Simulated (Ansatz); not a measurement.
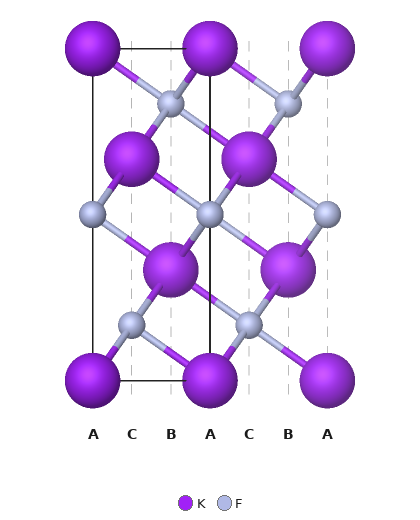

Projection along an edge of the hexagonal mesh, stacking direction [111] upwards. The dashed lines mark the three columns A (0, 0), B (1/3, 2/3) and C (2/3, 1/3). The box is the hexagonal cell of the face-centred cubic lattice. The sequence starts with the first layer at or above the cell's origin.

KF (space group Fm-3m, No. 225). Coordinates: the end point of a relaxation with Ansatz, DFT LDA, scalar-relativistic, plane waves, PAW.

**List the layers of one repeat.**

K(A) – F(C) – K(B) – F(A) – K(C) – F(B) (six layers in 8.94 Å).

**How are the F layers alone stacked?**

F layers alone: CAB, the cubic close-packed type.

**Which positions between or in the F layers do the other atoms fill?**

K: three octahedral sites, counted in one hexagonal cell.
